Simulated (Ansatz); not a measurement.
The structure below was relaxed with Kohn–Sham DFT with the PBEsol functional, run in Ansatz (a first-principles code) with PAW and 420 eV plane waves, no spin-orbit coupling, at pressure 22.5 GPa.

```yaml
crystal:
  lattice:
    - [2.96790, 0.00000, 0.00000]
    - [-1.48395, 2.57028, 0.00000]
    - [0.00000, 0.00000, 3.29679]
  atoms:
    - { symbol: Mg, position: [0.00000, 0.00000, 0.00000] }
    - { symbol: B, position: [0.66667, 0.33333, 0.50000] }
    - { symbol: B, position: [0.33333, 0.66667, 0.50000] }
```

Question: Find the space group and the Wyckoff positions.

Answer: Space group P6/mmm (No. 191); a = b = 2.968 Å, c = 3.297 Å, α = β = 90.00°, γ = 120.00°

| atom | site | symmetry | x | y | z |
|---|---|---|---|---|---|
| Mg | 1a | 6/mmm | 0.0000 | 0.0000 | 0.0000 |
| B | 2d | -6m2 | 0.3333 | 0.6667 | 0.5000 |

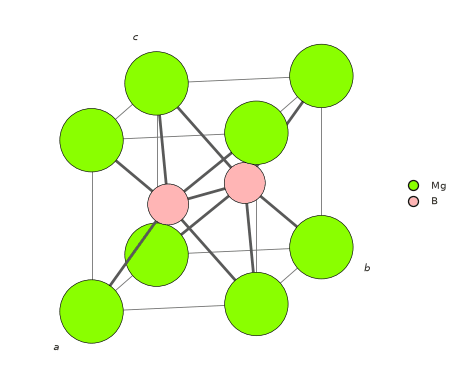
Figure: The conventional cell

Load acts through the strain it causes; cell and atoms are relaxed under it. No phonon test of stability was made. No other phases were tried under pressure. The final runs are not spin-polarised. The cell was made from MgB$_{2}$ (space group P6/mmm, No. 191) by this change: pressure 22.5 GPa.
